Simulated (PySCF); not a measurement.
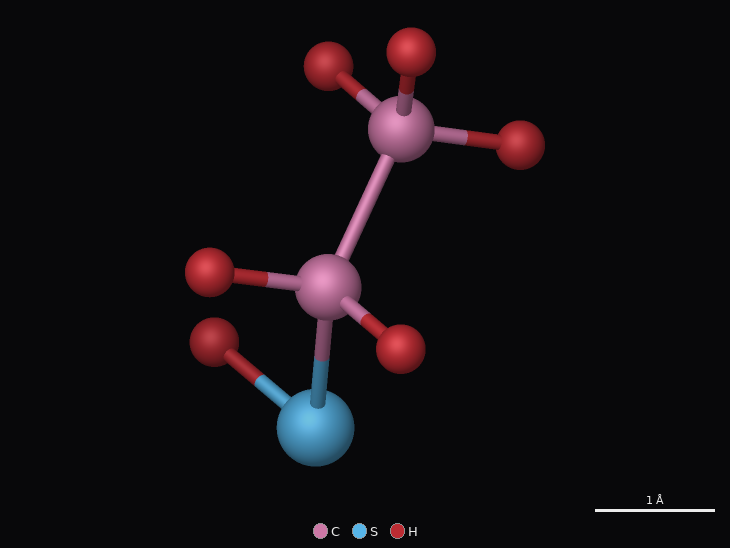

Every bond is drawn as one stick, whatever its order.

Count the atoms of each element.

C2H6S, 9 atoms: 2 carbon, 6 hydrogen and 1 sulfur.

Name functional groups in it.

Among them: thiol.

What is its SMILES?

CCS

Give the symmetry (Schoenflies symbol).

C1.

The parts below concern this one geometry. Atoms keep their numbers from picture to picture. The computed structure is the end point of a PBE0-D3(BJ)/def2-SVP optimisation. No frequency run is at hand to confirm it as a minimum.

**Shape**

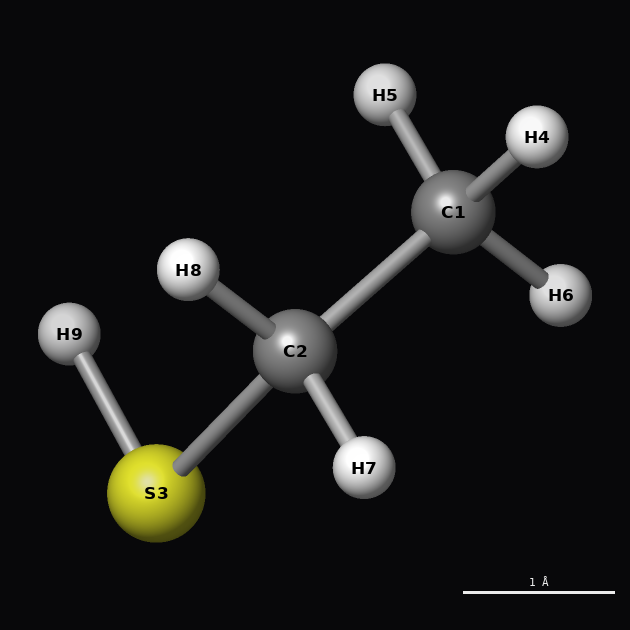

Numbered structure. No frequency run is at hand to confirm it as a minimum.

Give these bond angles: C2–C1–H4, C2–C1–H5, C2–C1–H6, C1–C2–S3, C1–C2–H7, C1–C2–H8, S3–C2–H7, S3–C2–H8, C2–S3–H9.

| angle | degrees |
| --- | --- |
| C2–C1–H4 | 110.7 |
| C2–C1–H5 | 111.2 |
| C2–C1–H6 | 111.0 |
| C1–C2–S3 | 114.3 |
| C1–C2–H7 | 110.9 |
| C1–C2–H8 | 111.6 |
| S3–C2–H7 | 103.9 |
| S3–C2–H8 | 109.2 |
| C2–S3–H9 | 96.6 |

**Levels of theory compared**

No frequency run is at hand to confirm it as a minimum. Program: PySCF 2.14.0.

Tabulate HOMO energy (eV) at these levels: LC-wPBE/def2-SVPD; PBE0/6-31+G*; PBE0/6-31G*; PBE0/aug-cc-pVDZ; PBE0/aug-cc-pVTZ; PBE0/def2-SVP; PBE0/def2-TZVP; PBE0/def2-TZVPD; ωB97X-D/def2-SVPD.

```tsv
level	HOMO energy (eV)
LC-wPBE/def2-SVPD	−9.60
PBE0/6-31+G*	−6.79
PBE0/6-31G*	−6.67
PBE0/aug-cc-pVDZ	−6.80
PBE0/aug-cc-pVTZ	−6.82
PBE0/def2-SVP	−6.60
PBE0/def2-TZVP	−6.76
PBE0/def2-TZVPD	−6.81
ωB97X-D/def2-SVPD	−8.71
```

**Polarisability**

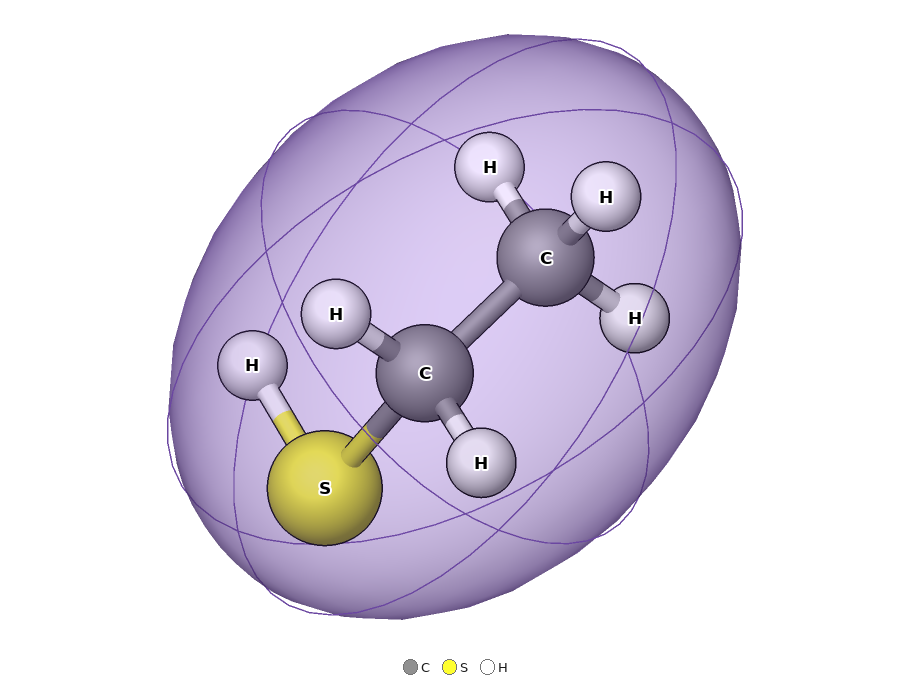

The ellipsoid shows the static dipole polarisability: its half-axes are proportional to the principal values. No frequency run is at hand to confirm it as a minimum. Level of theory: PBE0/def2-TZVP (PySCF 2.14.0).

Give the principal values, the mean and the anisotropy.

Principal values 37.7, 41.5, 54.0 bohr³; mean 44.4 bohr³ (6.58 Å³); anisotropy 14.8 bohr³, so the longest axis is 1.43 times the shortest.

**Excitation**

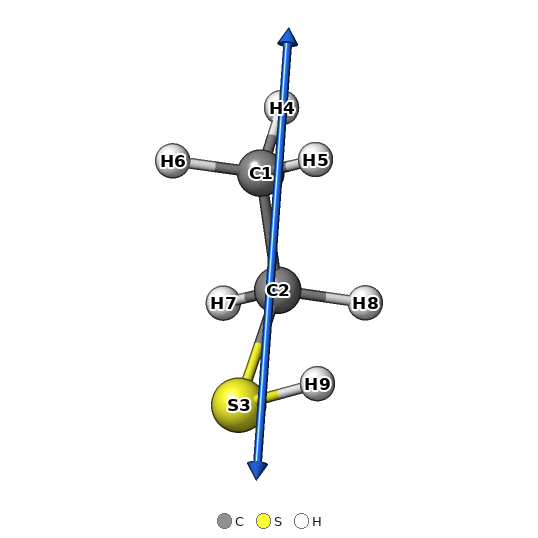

The double arrow shows the direction of the transition dipole to excited singlet state 3 (its length means nothing). No frequency run is at hand to confirm it as a minimum. Method: TDDFT PBE0/def2-TZVP, vertical, gas phase, core orbitals frozen in the response (PySCF 2.14.0).

Where does the transition lie, and how strong is it?

7.38 eV (168 nm), oscillator strength 0.030, mainly HOMO → LUMO+2 (weight 0.88); transition dipole 1.03 D.
